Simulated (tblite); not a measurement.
Molecular dynamics of C5H4BrN (part 2 of 2)

C5H4BrN, SMILES Brc1ccncc1; GFN2-xTB Langevin dynamics, gas phase (tblite 0.8.0). 

Geometry of the input (Å):
```
Br -1.9799  2.2618  0.0634
C  -0.7224  0.8276  0.0172
C  0.6358  1.0969  -0.0019
C  1.4997  0.0112  -0.0353
N  1.0941  -1.2450  -0.0491
C  -0.2044  -1.4825  -0.0307
C  -1.1673  -0.4837  0.0026
H  1.0078  2.1087  0.0091
H  2.5707  0.1607  -0.0522
H  -0.4935  -2.5245  -0.0434
H  -2.2189  -0.7205  0.0166
```

**Trajectory as extended XYZ, continued**
```
11
Properties=species:S:1:pos:R:3:forces:R:3 step=4900 time_fs=7350.0 energy=-536.58154 temperature=321.5
Br    0.2349    0.8548   -1.5474   -0.0160  -0.0450  -0.1000
C    -0.8967   -0.6754   -1.4769    0.0910  -0.4890   0.9770
C    -1.3323   -1.1503   -0.2446   -0.2860   0.2660   0.0610
C    -2.2645   -2.2116   -0.2573    0.5030   1.2560   1.2720
N    -2.7473   -2.7772   -1.3062    1.0220  -0.1960  -2.5430
C    -2.1318   -2.4053   -2.4740   -1.3290  -1.5090  -0.5910
C    -1.2338   -1.4043   -2.6269    0.5750   1.2260   1.3310
H    -1.0932   -0.6967    0.7361    0.0410  -0.2140  -0.9510
H    -2.6477   -2.4918    0.7128   -0.2250  -0.3000  -0.0140
H    -2.3407   -2.9292   -3.4416   -0.4240   0.0550   1.2520
H    -0.7863   -1.1076   -3.5412    0.0480  -0.0490  -0.6940
11
Properties=species:S:1:pos:R:3:forces:R:3 step=5250 time_fs=7875.0 energy=-536.49766 temperature=258.9
Br    0.5030    0.7518   -1.1947   -0.6020  -0.4600   0.3320
C    -0.9010   -0.5473   -0.6598    0.0810   1.4110  -0.5400
C    -1.9740   -0.1649    0.1109    0.1790  -1.1860   0.9760
C    -2.8890   -1.1755    0.4265   -0.3570   2.0310   0.1930
N    -2.9126   -2.3365   -0.0949    0.8390  -2.9840  -0.6250
C    -1.8704   -2.7156   -0.8084    0.8050   0.2770  -1.5210
C    -0.8760   -1.7885   -1.2182    0.2230  -1.6740  -0.3840
H    -2.0258    0.6901    0.7154    0.0940   1.2440   0.1480
H    -3.7228   -1.0496    1.0776   -0.4320   0.7720   0.4630
H    -1.8205   -3.7519   -1.1897   -0.2150   0.7140   0.2890
H    -0.0679   -2.0370   -1.9315   -0.6150  -0.1460   0.6690
11
Properties=species:S:1:pos:R:3:forces:R:3 step=5600 time_fs=8400.0 energy=-536.46325 temperature=364.5
Br    0.6074    1.0781   -2.0247   -0.2020  -0.0560   0.3650
C    -0.3981   -0.4119   -1.3359    0.7200  -1.1640  -0.2160
C    -1.6465   -0.2907   -0.7434   -0.2880  -1.0530  -0.2020
C    -2.3453   -1.4873   -0.4412    0.2280   0.6980   0.5390
N    -1.9607   -2.6870   -0.8035    0.6980   0.2080  -1.0010
C    -0.8018   -2.7660   -1.4602    0.7250   0.4770   0.0290
C     0.1430   -1.7067   -1.5805   -2.5910  -0.2710   0.3500
H    -2.1812    0.6249   -0.5717    0.3400   0.2870  -0.0310
H    -3.2612   -1.4401    0.1547    0.2530   0.0290  -0.3110
H    -0.5567   -3.6856   -2.0088   -0.2010   0.1170   0.7830
H     1.1037   -2.0272   -1.9194    0.3190   0.7280  -0.3060
11
Properties=species:S:1:pos:R:3:forces:R:3 step=5950 time_fs=8925.0 energy=-536.45546 temperature=310.3
Br   -0.1280    1.6015   -2.3583   -0.3230  -0.0150   0.0970
C    -0.2681   -0.1414   -1.5755    1.3630  -1.3320  -0.9270
C    -1.0130   -0.3874   -0.4321    0.9820  -0.2320  -0.7770
C    -0.8160   -1.6573    0.1700   -0.4470   1.7840   0.7750
N    -0.0865   -2.5913   -0.3629    0.7110  -0.4970  -0.2410
C     0.5545   -2.3926   -1.5106    0.1360   1.6370  -0.5920
C     0.5866   -1.1376   -2.1776   -2.5210  -0.4210   2.3570
H    -1.6059    0.4575   -0.1365   -0.2860  -0.2960   0.7550
H    -1.1273   -1.7559    1.2353   -0.1320  -0.3980  -1.0670
H     1.1981   -3.1791   -1.8755   -0.2390  -0.2270   0.0430
H     0.9776   -0.9506   -3.1388    0.7550  -0.0030  -0.4230
11
Properties=species:S:1:pos:R:3:forces:R:3 step=6300 time_fs=9450.0 energy=-536.51367 temperature=380.3
Br   -0.0827    1.6526   -2.3247    0.0810  -0.1320   0.0290
C    -0.0003   -0.0054   -1.3865   -0.4950  -1.1390  -0.5640
C     0.1099   -0.0622   -0.0276    1.3500  -0.6250   0.2510
C     0.2256   -1.3580    0.5561    0.3110   2.4980   2.9630
N     0.1782   -2.4823   -0.0228   -0.5820  -0.9890  -2.2730
C    -0.0090   -2.3962   -1.3591    0.2810  -0.7540   0.3290
C    -0.1082   -1.2412   -2.0760    0.1010   1.4270  -0.1650
H     0.5134    0.8062    0.4604   -0.6470   0.1500   0.6120
H     0.3937   -1.4287    1.6689   -0.1510   0.3140  -1.0480
H    -0.0074   -3.3392   -1.8635   -0.0800  -0.4090  -0.2730
H    -0.1508   -1.1950   -3.1574   -0.1680  -0.3410   0.1400
11
Properties=species:S:1:pos:R:3:forces:R:3 step=6650 time_fs=9975.0 energy=-536.63155 temperature=409.8
Br    0.6229    1.2321   -3.0512   -0.2910  -0.1820   0.6570
C    -0.1687   -0.0389   -1.7513    0.4130   1.8800  -0.3830
C    -0.4048    0.3173   -0.4377    0.7490   0.5220   0.1870
C    -0.8600   -0.6884    0.4011   -0.3060   0.8200   1.1050
N    -1.1158   -1.8964   -0.0176    0.1590  -0.9190  -1.5050
C    -0.9360   -2.1885   -1.3283   -0.4330  -0.2640   0.6790
C    -0.4930   -1.2465   -2.2804   -0.6310  -1.5030   1.1290
H    -0.1364    1.2920   -0.0159   -0.1750  -0.3960  -0.4270
H    -1.0478   -0.4375    1.4874    0.1800  -0.5350  -1.2620
H    -1.1974   -3.2496   -1.5620    0.3050   1.1060  -0.0380
H    -0.3973   -1.3889   -3.3358    0.0310  -0.5280  -0.1420
11
Properties=species:S:1:pos:R:3:forces:R:3 step=7000 time_fs=10500.0 energy=-536.38359 temperature=450.6
Br    0.6947    0.6235   -2.7358    0.0360  -0.1910   0.2450
C     0.3160   -0.5959   -1.2857   -1.3730  -1.0360  -2.0600
C     0.7534   -0.3552   -0.0392    0.6720   1.0590   0.3760
C     0.4643   -1.2739    0.9403   -2.1630  -0.7960  -0.9850
N    -0.4136   -2.2764    0.7009    0.3420   0.2110   0.8060
C    -0.9213   -2.4873   -0.5088    0.1720   0.0850  -0.0280
C    -0.5339   -1.6900   -1.5567    1.4740   0.9520  -1.3340
H     1.2631    0.5804    0.0759    0.4760   0.0830   0.6840
H     0.7067   -0.9897    1.9293    0.2990  -0.6010   0.8860
H    -1.6868   -3.2546   -0.7548    0.7810   0.3570   0.9240
H    -0.6521   -1.8904   -2.6239   -0.7150  -0.1220   0.4870
11
Properties=species:S:1:pos:R:3:forces:R:3 step=7350 time_fs=11025.0 energy=-536.56843 temperature=242.2
Br    0.2146    1.4607   -3.1028    0.3060   0.1300   0.0120
C     0.0295   -0.0157   -1.9065   -2.3120   0.2160  -0.9110
C     1.0669   -0.7550   -1.4731    0.5460  -0.9430   1.8560
C     0.8022   -1.8167   -0.5401    1.6770   0.8800  -0.0560
N    -0.3952   -2.1135   -0.1365   -0.3470   0.3190  -0.6980
C    -1.3981   -1.4333   -0.7072    0.4940   0.2950  -0.1510
C    -1.3094   -0.3852   -1.6106    2.1440  -0.9380   0.8520
H     2.0506   -0.3658   -1.5930    0.6430  -0.2730  -0.3160
H     1.6646   -2.3180   -0.0168   -0.9760   0.4060  -0.7840
H    -2.3293   -1.7405   -0.3558   -1.5260  -0.4140   0.4100
H    -2.1367    0.1362   -2.0005   -0.6480   0.3210  -0.2120
11
Properties=species:S:1:pos:R:3:forces:R:3 step=7700 time_fs=11550.0 energy=-536.60974 temperature=397.9
Br    0.3928    1.3557   -3.9032   -0.1380  -0.3570   0.5940
C    -0.4465    0.5156   -2.3563   -1.1690   0.8830   0.0770
C     0.2506   -0.0597   -1.3173    0.4250  -0.5180  -0.0110
C    -0.4753   -0.6231   -0.2922   -0.2370  -0.7760   1.9730
N    -1.8077   -0.6262   -0.1673    1.3690  -0.1620  -0.1260
C    -2.4532    0.0212   -1.0954    1.1100   0.9890  -1.2630
C    -1.8387    0.6748   -2.1869    1.0100  -0.4340   0.4780
H     1.3225   -0.1423   -1.2317    0.0520   0.1480  -0.4300
H     0.0558   -1.0747    0.5984   -0.5240   0.4430  -1.1430
H    -3.4805    0.1260   -0.9597   -1.5240   0.0610   0.1230
H    -2.3520    1.3785   -2.8120   -0.3730  -0.2770  -0.2730
11
Properties=species:S:1:pos:R:3:forces:R:3 step=8050 time_fs=12075.0 energy=-536.37576 temperature=482.6
Br    0.5300    1.4084   -3.0360   -0.2320  -0.7740   1.0990
C    -0.5724    0.3121   -1.7434   -1.7140   0.7110  -0.9710
C    -0.3198   -0.9360   -1.2791    0.2960  -1.4040  -0.1290
C    -1.3842   -1.7049   -0.7709   -0.5530   1.2480  -0.0100
N    -2.6389   -1.2819   -0.7276    0.1020  -0.6300  -0.0250
C    -2.9438   -0.0863   -1.1885    1.8450   0.4220  -0.4090
C    -1.9156    0.7362   -1.6708    0.6320  -0.4590   0.3480
H     0.6078   -1.4354   -1.4638    0.4960  -0.0590   0.2140
H    -1.2634   -2.6989   -0.4076    0.3600  -0.4140   0.1310
H    -3.9725    0.1822   -1.2890   -0.2950   0.1510   0.2250
H    -2.0283    1.7096   -2.0307   -0.9370   1.2080  -0.4740
11
Properties=species:S:1:pos:R:3:forces:R:3 step=8400 time_fs=12600.0 energy=-536.40700 temperature=367.4
Br   -0.1394    1.8746   -2.1148    0.4690   1.0170  -0.5540
C    -1.5307    0.6792   -2.1949   -2.3450  -2.7930  -0.1880
C    -1.4296   -0.3717   -1.2469   -1.5390   0.4630  -0.9470
C    -2.4631   -1.2988   -1.1599    0.1810  -0.2340  -1.0910
N    -3.4380   -1.4066   -2.0595   -0.2860   0.1750   1.4520
C    -3.6148   -0.4091   -2.8900   -0.0430   0.3570  -1.0520
C    -2.6967    0.6094   -3.0834    2.1970   1.1700   1.8310
H    -0.6472   -0.4926   -0.5536    0.8220   0.3710   0.5390
H    -2.4550   -2.0423   -0.3841    0.0620  -0.2860   0.0470
H    -4.5558   -0.4416   -3.4690    0.7350  -0.0120   0.1150
H    -2.8183    1.4557   -3.7434   -0.2530  -0.2280  -0.1530
```

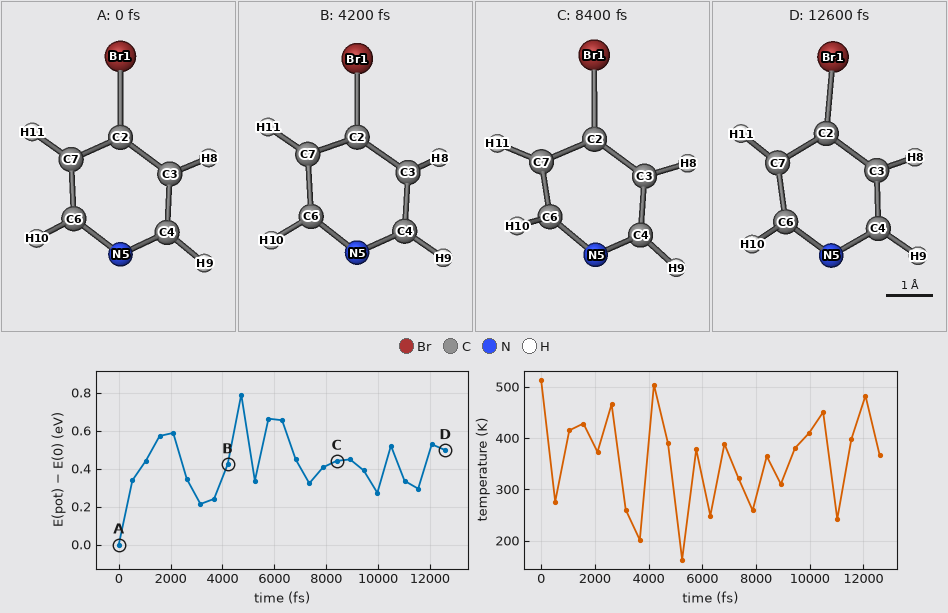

*Frames of the molecular dynamics (ball-and-stick, seen at a tilt) above the curves, on which the letters mark them.*

The trajectory kept here has 25 frames over 12600 fs. The temperature starts at 514 K, ranges from 163 to 514 K and averages 356 K over the second half. The potential energy ends 0.497 eV above its first value. After an unweighted best fit of the last frame on the first, the root-mean-square displacement is 0.10 Å, and Br1 has moved furthest (0.19 Å).
